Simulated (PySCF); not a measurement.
## EPR calculation, with input and output: C2H10NO2Si2

System: C2H10NO2Si2, multiplicity 2.
Method: UKS B3LYP, pcH-1 on C H N O Si, non-relativistic, mean-field spin-orbit, GIAO (PySCF 2.14.0).

It belongs to a series of runs on one base structure; here: H removed from Si.

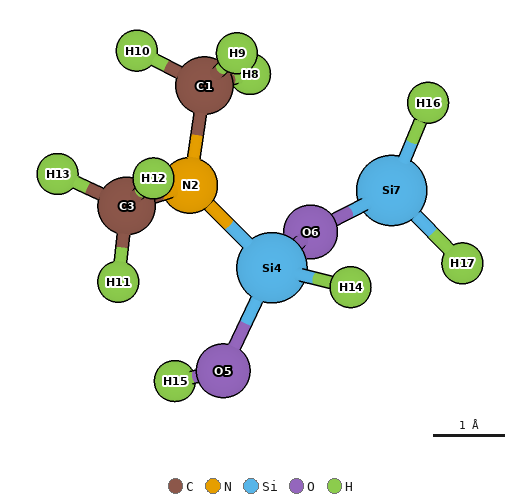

**Figure 1.** The input geometry (ball-and-stick view, seen at a tilt; atoms are numbered from 1 in the order of the input).

Results in brief

```tsv
quantity	value
outcome	converged
total energy	−866.554977 hartree
⟨S²⟩	0.751
isotropic g	2.0026
hardware	1 CPU thread, shared host
wall time	1.9 min
peak memory	1.1 GiB
```

Input file
```
{"job": {"kind": "epr", "basis": "pcH-1"}, "charge": 0, "multiplicity": 2}
C     -1.367417     0.785083     0.570131
N     -0.781126    -0.386411    -0.031516
C     -1.563276    -1.574720     0.202694
Si     0.905910    -0.525877    -0.319385
O      1.193961    -1.689681    -1.409733
O      1.361321     0.921882    -0.888507
Si     2.157766     2.325011    -0.774651
H     -0.761696     1.653994     0.329772
H     -1.437467     0.691123     1.661265
H     -2.376335     0.936724     0.175339
H     -1.076216    -2.424936    -0.265584
H     -1.672877    -1.783804     1.273850
H     -2.563020    -1.454009    -0.225036
H      1.768926    -0.929178     0.782869
H      0.858936    -1.601636    -2.298469
H      1.760355     3.003121     0.455227
H      3.585256     2.065343    -0.895224
```

The first line tells a small driver script what to run in PySCF; the rest is the geometry in Å.

Run as:
```bash
OMP_NUM_THREADS=1 python <driver script> task.json out
```

What the program printed
```
UKS, coarse grid
  cycle   1  E = -866.32638465  |g| = 8.22e-01
  cycle   2  E = -865.85951876  |g| = 1.37e+00
  cycle   3  E = -866.54693635  |g| = 1.42e-01
  cycle   4  E = -866.55257471  |g| = 8.19e-02
  cycle   5  E = -866.55487459  |g| = 1.56e-02
  cycle   6  E = -866.55495413  |g| = 4.74e-03
  cycle   7  E = -866.55496294  |g| = 9.99e-04
UKS, final grid
  cycle   1  E = -866.55497580  |g| = 1.25e-03
  cycle   2  E = -866.55497502  |g| = 1.86e-03
  cycle   3  E = -866.55497651  |g| = 2.06e-04
  cycle   4  E = -866.55497653  |g| = 3.48e-05
  cycle   5  E = -866.55497653  |g| = 1.33e-05
E = -866.55497653 Eh   <S^2> = 0.7511 (exact 0.7500)
g shifts (ppm)      1          2          3
  rmc          -146       -146       -146
  gc             67         19         58
  oz_so        -809        -58       1934
  total        -888       -185       1846
hyperfine (MHz)  atom isotope    a_iso     a_fc   dipolar eigenvalues
    0   13C      -0.04      -0.04     -0.24     -0.23      0.47
    1   14N      -0.22      -0.22     -0.10     -0.02      0.12
    2   13C      -0.02      -0.02     -0.11     -0.10      0.21
    3  29Si     -18.40     -18.43     -4.47      2.16      2.31
    4   17O       0.21       0.21     -0.28      0.13      0.15
    5   17O     -47.00     -46.92    -23.12     11.03     12.09
    6  29Si    -593.36    -594.40   -159.25     79.48     79.77
    7    1H       0.06       0.06     -1.73     -1.68      3.41
    8    1H       0.18       0.18     -0.64     -0.63      1.27
    9    1H       0.11       0.11     -0.64     -0.61      1.25
   10    1H      -0.01      -0.01     -0.39     -0.36      0.76
   11    1H       0.02       0.02     -0.33     -0.32      0.66
   12    1H       0.17       0.17     -0.33     -0.32      0.65
   13    1H       3.90       3.90     -1.44     -1.02      2.47
   14    1H      -0.06      -0.06     -0.90     -0.79      1.69
   15    1H      87.93      87.92     -9.00      0.77      8.23
   16    1H      91.44      91.43     -8.92      0.87      8.05
```

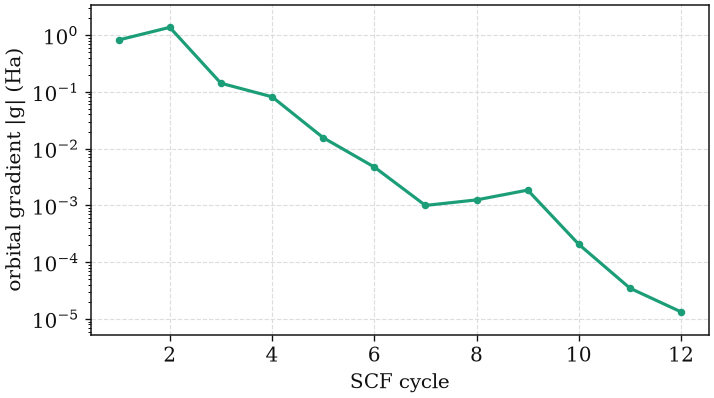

**Figure 2.** Convergence of the self-consistent field: orbital gradient |g| against the SCF cycle. All cycles printed in the log are drawn one after another.

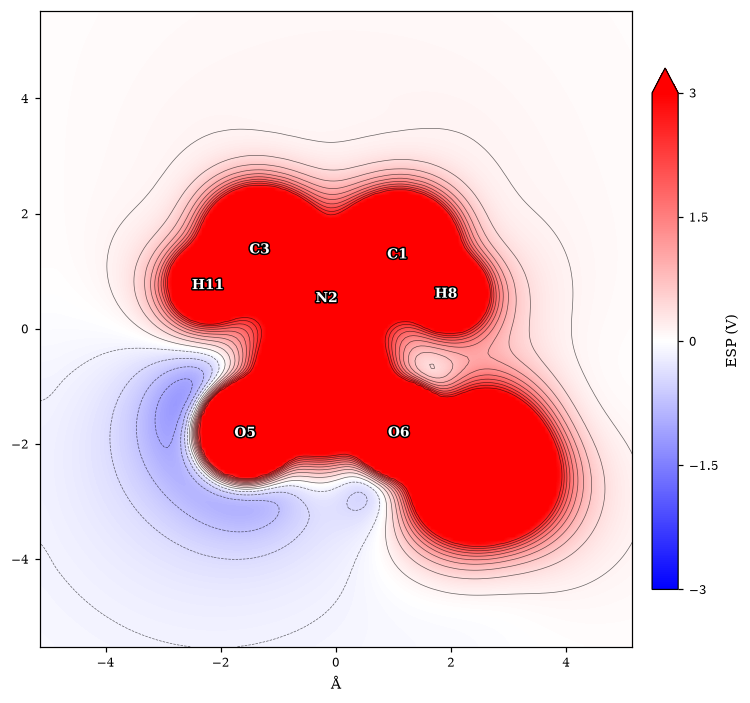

**Figure 3.** Electrostatic potential on the plane of atoms C1, N2 and C3.

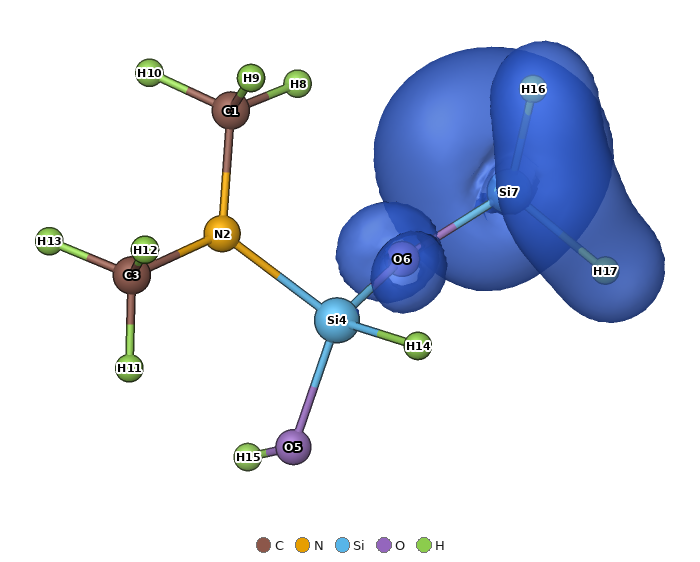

**Figure 4.** Isosurface of the spin density at +0.015 e/Å³ (blue), seen at a tilt. The unpaired spin (1 electron) lies mostly on Si7 (about 0.8) and O6 (about 0.1), in electrons by Hirshfeld's partition.

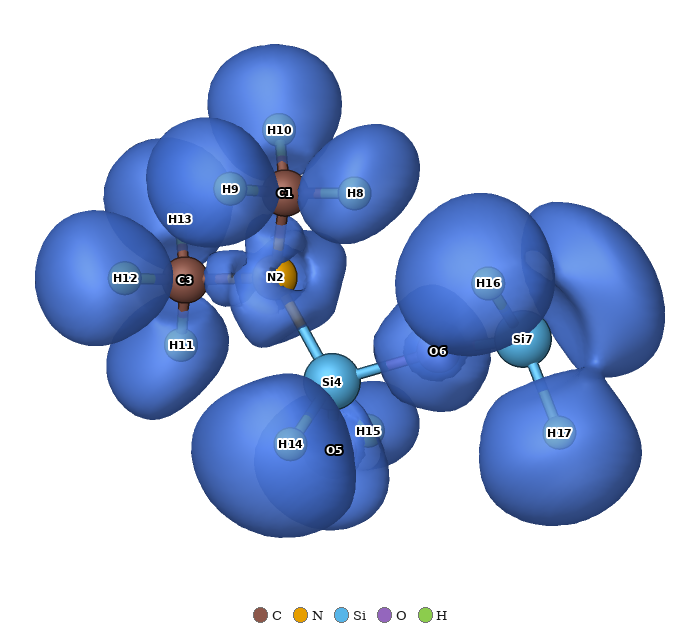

**Figure 5.** Isosurface of the electron localisation function at 0.75 (blue), seen at a tilt. Only the valence region is drawn (cores and ρ < 0.01 e/Å³ removed). Along the contacts the grid gives the following.
